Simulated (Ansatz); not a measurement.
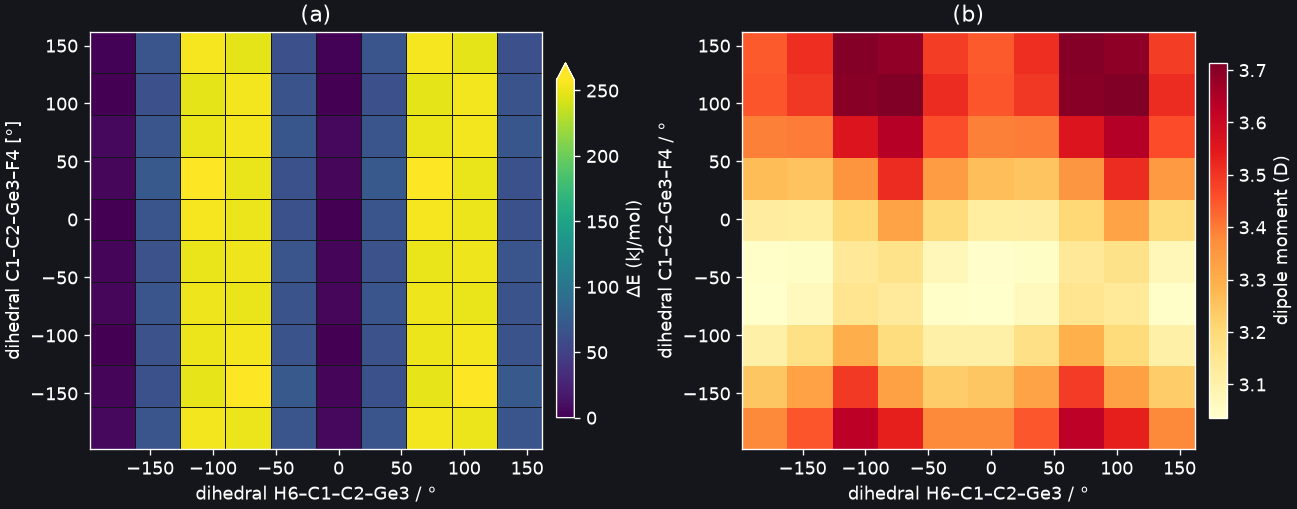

C2H4F2Ge, SMILES C=[CH][GeH]([F])[F]. 
- Coordinates scanned: (1) dihedral H6–C1–C2–Ge3; (2) dihedral C1–C2–Ge3–F4.
- Nothing is relaxed (all other coordinates rigid).
- The grid has 10 × 10 points.
- Points are written as (first, second).
- Energies are in kJ/mol, from the lowest grid point.
- The dihedral twists a double bond; near 90° a spin-restricted reference is unreliable.
- All numbers below come from RKS CAM-B3LYP-D4/def2-SVP (Ansatz).

Panel (a) is the energy; panel (b) is the computed dipole moment, in D.

The picture shows one coloured cell a grid point, one colour for all values above the top of the scale.

> How does the dipole moment vary over the map, and what is it at the lowest grid point?

Leaving out the highest fifth of the energies, it runs from 3.04 D at (0°, −72°) to 3.70 D at (−108°, 108°). At the lowest grid point, (0°, 0°), it is 3.12 D.

| dihedral C1–C2–Ge3–F4 ↓, dihedral H6–C1–C2–Ge3 → | −180 | −144 | −108 | −72 | −36 | 0 | 36 | 72 | 108 | 144 |
| --- | --- | --- | --- | --- | --- | --- | --- | --- | --- | --- |
| 144 | 3.45 | 3.51 | 3.71 | 3.69 | 3.49 | 3.45 | 3.51 | 3.71 | 3.69 | 3.49 |
| 108 | 3.45 | 3.50 | 3.70 | 3.71 | 3.51 | 3.45 | 3.50 | 3.70 | 3.71 | 3.52 |
| 72 | 3.39 | 3.40 | 3.56 | 3.64 | 3.46 | 3.39 | 3.40 | 3.56 | 3.64 | 3.46 |
| 36 | 3.27 | 3.25 | 3.36 | 3.51 | 3.34 | 3.27 | 3.25 | 3.36 | 3.51 | 3.34 |
| 0 | 3.12 | 3.12 | 3.21 | 3.32 | 3.19 | 3.12 | 3.12 | 3.21 | 3.32 | 3.19 |
| −36 | 3.04 | 3.05 | 3.14 | 3.17 | 3.08 | 3.04 | 3.05 | 3.14 | 3.17 | 3.08 |
| −72 | 3.04 | 3.07 | 3.16 | 3.13 | 3.04 | 3.04 | 3.07 | 3.15 | 3.13 | 3.05 |
| −108 | 3.11 | 3.18 | 3.30 | 3.19 | 3.11 | 3.11 | 3.17 | 3.30 | 3.19 | 3.11 |
| −144 | 3.25 | 3.32 | 3.49 | 3.33 | 3.23 | 3.25 | 3.32 | 3.49 | 3.33 | 3.23 |
| −180 | 3.38 | 3.45 | 3.63 | 3.53 | 3.38 | 3.38 | 3.45 | 3.63 | 3.53 | 3.38 |
